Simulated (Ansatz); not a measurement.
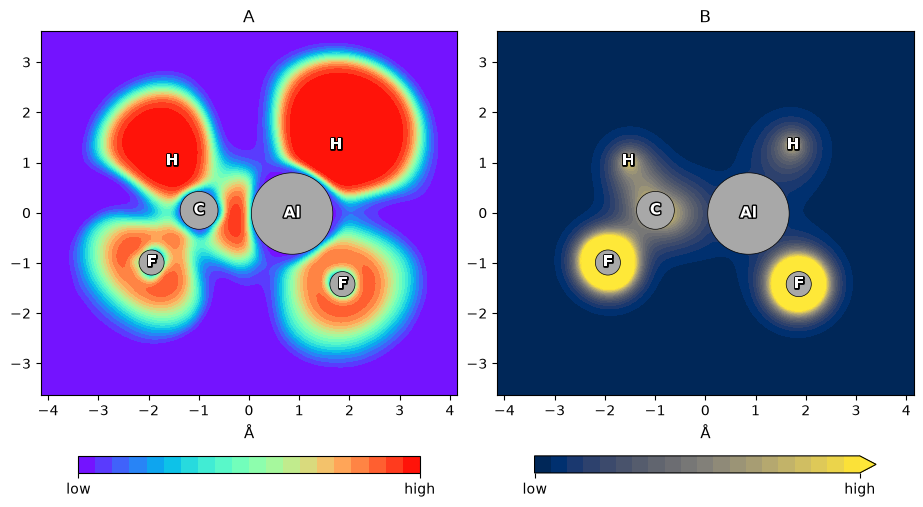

CH₂AlF₂ (charge −1): 2 fields on the molecular plane, with unlabelled colour scales. Grey discs cover the atomic cores.

The highest occupied orbital lies above zero, a sign that basis and functional describe the outermost electron poorly.

All numbers below come from RKS PBE/def2-SVP in Ansatz.

```yaml
atoms:
  - { symbol: F, position_ang: [0.4180, 1.6006, -1.2425] }
  - { symbol: C, position_ang: [-0.1946, 0.9285, -0.1720] }
  - { symbol: Al, position_ang: [0.2139, -0.6991, 0.6146] }
  - { symbol: F, position_ang: [1.4851, -1.7833, 0.1830] }
  - { symbol: H, position_ang: [-1.0495, 1.5423, 0.2023] }
  - { symbol: H, position_ang: [-0.6637, -1.2675, 1.8625] }
```

The panels show electron density and electron localisation function in some order. Assign them.

Panel A: electron localisation function. Panel B: electron density. From the grid: C–F (1.40 Å): ρ is about 1.9 e/Å³ halfway, with its minimum of 1.5 e/Å³ about 0.5 Å from C; the ELF peaks at about 0.85 between the atoms (a polar covalent bond). Al–F (1.73 Å): ρ at the midpoint is about 0.69 e/Å³; the ELF peaks at about 0.85 in the valence shell of F, 0.6 Å from its nucleus, and is about 0.30 at the midpoint.
